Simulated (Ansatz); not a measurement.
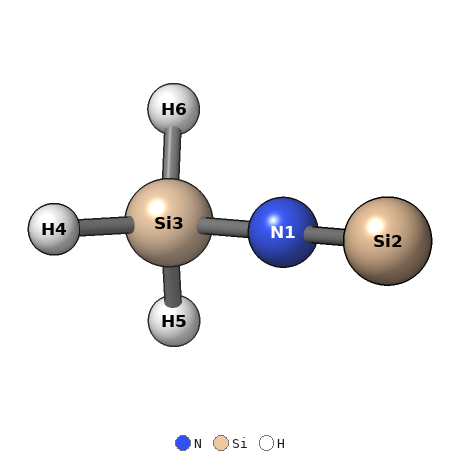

The computed structure is the end point of a PBE0-D4/def2-TZVP optimisation. No frequency run is at hand to confirm it as a minimum.

Give the bond lengths.

```csv
bond,length (Å)
N1–Si2,1.561
N1–Si3,1.709
Si3–H4,1.488
Si3–H5,1.488
Si3–H6,1.488
```
